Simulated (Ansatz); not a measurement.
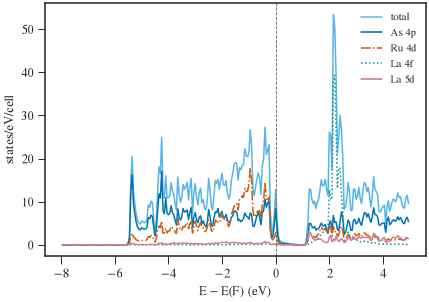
Figure: Total and projected density of states of LaAs₁₂Ru₄ in space group Im-3 (No. 204; La on 2a, As on 24g, Ru on 8c), plane-wave PAW PBE (Ansatz code)

Question: Which orbitals carry the states next to the Fermi level?

Answer: Within 0.5 eV of the Fermi level: As 4p 47 %, Ru 4d 45 %. Projections are on Löwdin-orthogonalised atomic valence shells; empty p or d shells of many metals are not among them.

Question: Where is the tallest occupied peak in this window, and what makes it?

Answer: Near -0.4 eV, about 27 states/eV per cell; the largest projected share is Ru 4d.

The start of the workflow was typed in or built on a structure type; neither database checked (COD, Materials Project) lists it. Its standing as an ambient phase is unchecked. The PBE relaxation kept the symmetry of its start; its stability against distortions is not shown here. No spin polarisation was allowed. Scalar-relativistic: spin–orbit coupling is off unless named, which matters more the heavier the elements.

Potentials: the later of the program's two PAW sets.
